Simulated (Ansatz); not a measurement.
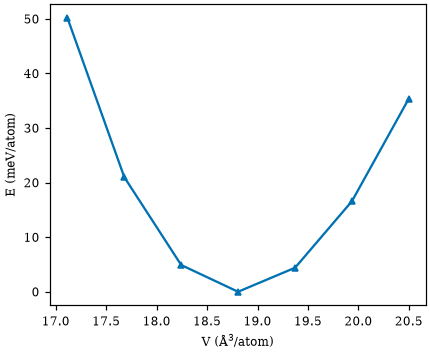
Fig. 1. ZnCu$_{2}$SnS$_{4}$ in space group I-4 (No. 82; Pearson symbol tI16) under volume change, the program Ansatz at the LDA level (PAW), shape and atoms relaxed at each volume.

What does a third-order Birch–Murnaghan fit give for V₀, B₀ and B′?

V₀ = 18.81 Å³/atom, B₀ = 88.0 GPa, B′ = 4.8.

Symmetry was held in the LDA relaxation. No spin polarisation was allowed. Scalar-relativistic: spin–orbit coupling is off unless named, which matters more the heavier the elements.

Potentials: the later of the program's two PAW sets.
